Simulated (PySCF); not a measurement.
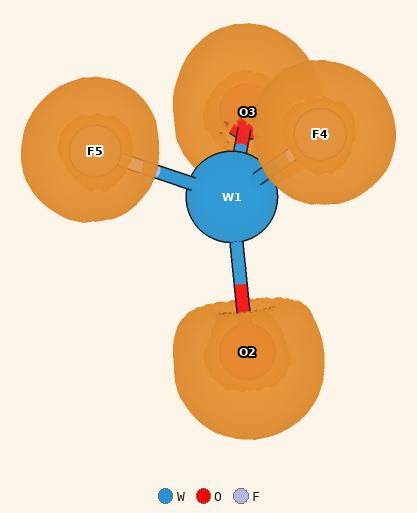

F₂O₂W (charge −1, doublet). Isosurface of the electron localisation function at 0.75 (orange), seen at an oblique angle. Core shells and regions of very low density are left out.

Core potentials replace the inner electrons of W.

Computed with PySCF 2.14.0, UKS B3LYP, W def2-SVP with ECP60, O def2-SVP, F def2-SVP; non-relativistic Hamiltonian with scalar-relativistic core potentials where named; density fitting.

| atom | x (Å) | y (Å) | z (Å) |
| --- | --- | --- | --- |
| W | 0.0000 | 0.0000 | 0.1975 |
| O | 1.0277 | 1.0277 | 1.1632 |
| O | -1.0277 | -1.0277 | 1.1632 |
| F | 0.8937 | -0.8937 | -1.2926 |
| F | -0.8937 | 0.8937 | -1.2926 |

Describe the localisation domains.

At this value the surface marks out two regions wrapped around F (the valence shell of each) and two regions wrapped around O (the valence shell of each).

Values along the shortest contacts:
W–O (1.74 Å): the ELF peaks at about 0.80 in the valence shell of O, 0.5 Å from its nucleus, and drops to about 0.35 between the two atoms. W–F (1.95 Å): the ELF peaks at about 0.85 in the valence shell of F, 0.5 Å from its nucleus, and drops to about 0.20 between the two atoms.
